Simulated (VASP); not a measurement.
Band structure of AlN (wurtzite). Method: optB88-vdW, VASP's PBE PAW potentials (set 64) (plane waves; VASP 6.6.1).

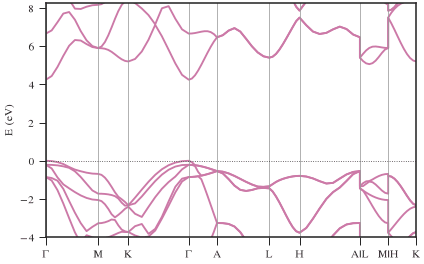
*Bands along high-symmetry lines, zero at the valence-band maximum or, without a gap, the Fermi level*

Problem. Read the plot: is there a gap, and where are the band edges?

Solution. The gap is direct, 4.25 eV, from the valence maximum at Γ to the conduction minimum at Γ. (Edges off the drawn lines would not show.)

Measured: gap 6.51 eV (computed value off by -2.26 eV), as given by Martin Feneberg et al., Physical Review B (2010), doi:10.1103/physrevb.82.075208 [zero-point renormalisation of 0.417 eV (from the measured temperature dependence, row gaps:miglio2020:AlN_wz:gap_zpr, arXiv:2011.12765) added back].

The compound is AlN in the wurtzite structure. It was relaxed first.
